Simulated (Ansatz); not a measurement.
# Saddle-point search, with input and output: SiNH$_{3}$F$_{4}$

System: SiNH$_{3}$F$_{4}$.
Method: RKS PBE0-D4/def2-SVP (Ansatz 0.2.0).

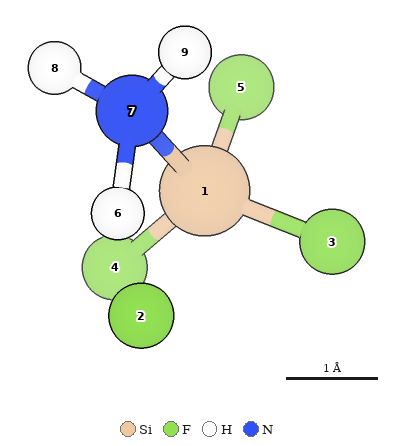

Figure 1. The structure as given in the input (ball-and-stick view, seen at a tilt; atoms are numbered from 1 in the order of the input).

The input:
```yaml
crystal:
  periodic: [false, false, false]
  atoms:
    - {symbol: Si, position_ang: [-0.712800, 0.414400, -0.032700]}
    - {symbol: F, position_ang: [-0.314000, -1.681300, -0.779500]}
    - {symbol: F, position_ang: [-1.043200, 0.682700, -1.548100]}
    - {symbol: F, position_ang: [-1.740300, -0.323800, 0.903800]}
    - {symbol: F, position_ang: [-0.773800, 1.897400, 0.558600]}
    - {symbol: H, position_ang: [0.658100, -1.192700, -0.302700]}
    - {symbol: N, position_ang: [0.981800, -0.089000, 0.242600]}
    - {symbol: H, position_ang: [1.263000, -0.155900, 1.213500]}
    - {symbol: H, position_ang: [1.681200, 0.448200, -0.255600]}
basis:
  gaussian: {orbitals: def2-SVP}
hamiltonian: {xc: pbe0, dispersion: d4}
saddle:
  max_steps: 30
  mode_guess:
    - [0.0000, 0.0000, 0.0000]
    - [0.0000, -0.0000, -0.0000]
    - [0.0000, -0.0000, 0.0000]
    - [0.0000, -0.0000, -0.0000]
    - [-0.0000, 0.0000, 0.0000]
    - [-0.0000, -0.0000, -0.0000]
    - [-0.0000, 0.0000, 0.0000]
    - [0.0000, 0.0000, 0.0000]
    - [-0.0000, 0.0000, 0.0000]
```

Command:
```bash
ansatz run in.yaml --threads 8 --pin off --events-out ev --progress --plain --max-ram 19148MiB
```

Log:
```
Error: invalid value for `saddle.mode_guess`: has no component on a free degree of freedom — its frozen components are dropped, and so is its uniform translation along each direction along which no atom is frozen; give the guess a component on an atom that moves relative to the others, or omit it for a random start direction
```

Outcome:

| quantity | value |
| --- | --- |
| outcome | refused by the program |
| hardware | 8 threads of Arm Neoverse V1, 23 GiB of memory available, shared host |

A setting was made wrong on purpose: mode guess of zeros. The program refused the input: “invalid value for `saddle.mode_guess`: has no component on a free degree of freedom — its frozen components are dropped, and so is its uniform translation along each direction along which no atom is frozen; give the guess a component on an atom that moves relative to the others, or omit it for a random start direction”
